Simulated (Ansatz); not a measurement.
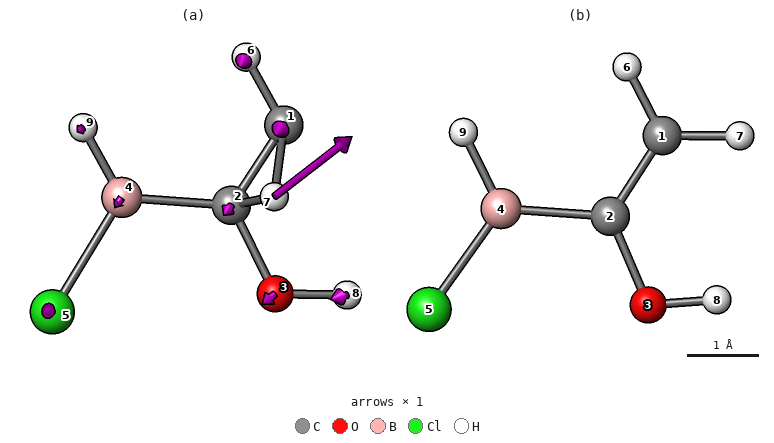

The structure of C$_{2}$H$_{4}$BClO before (left) and after (right) a relaxation, at one scale. The purple arrows give the displacements, at their true length.

The picture is a ball-and-stick view, seen at a tilt.

The run prepares an end point of a later path (hydrogen shift) calculation, from a guessed geometry.

All numbers below come from Ansatz 0.2.0, RKS BLYP-D4/def2-SVP. (no spin polarisation; force threshold 0.02 eV/Å; at most 50 steps)

Question: Summarise the run.

Answer: Over 20 accepted moves (21 points after the start) the energy falls by 484.4 kJ/mol. The largest force component goes from 3.6 to 0.013 eV/Å. The line search rejected the trial step at point 9 of the run. H7 moves most after the best rigid fit: 1.58 Å. By element the largest moves are H 1.58 Å, C 0.38 Å, Cl 0.28 Å, O 0.26 Å, B 0.19 Å. Some distances before and after: C2–H7 1.090 → 2.171 Å, C1–H7 1.484 → 1.104 Å, B4–Cl5 1.914 → 1.763 Å, B4–H9 1.135 → 1.208 Å. Bonds break, among them: C2–H7 (1.09 → 2.17 Å). Bond angles that change, for instance: C2–O3–H8 116.9° → 109.0°, C2–B4–Cl5 117.2° → 121.5°, C1–C2–O3 120.5° → 123.9°.
